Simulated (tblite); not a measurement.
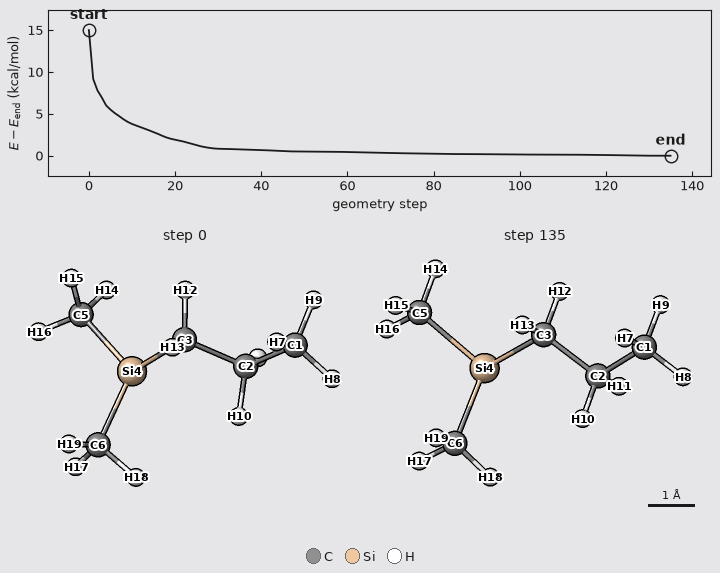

First and last geometry of a relaxation of C5H13Si (multiplicity 2), with the history of the run. The picture is a ball-and-stick view, seen at a tilt.

The calculation used tblite 0.8.0, GFN2-xTB geometry optimisation, gas phase. 

> What do the curves and the structures tell?

It converged. After 135 geometry steps the energy has fallen by 15.0 kcal/mol. The largest moves after the best rigid fit, 0.90 Å, are those of H14 and H15. By element the largest moves are H 0.90 Å, C 0.49 Å, Si 0.37 Å. Near-neighbour distances that change, for instance: Si4–C5 1.832 → 1.908 Å, Si4–C6 1.841 → 1.909 Å, C3–Si4 1.853 → 1.914 Å, C5–H14 1.138 → 1.085 Å. Among the angles between lasting bonds that change: C2–C3–Si4 104.8° → 113.5°, Si4–C3–H13 116.3° → 109.3°, C5–Si4–C6 116.4° → 110.1°. Groups turn about Si4–C5 by about 35°, C3–Si4 by about 35°, C1–C2 by about 20°. The run took 0.78 s on 1 thread of Arm Neoverse V2, with other jobs on the host.
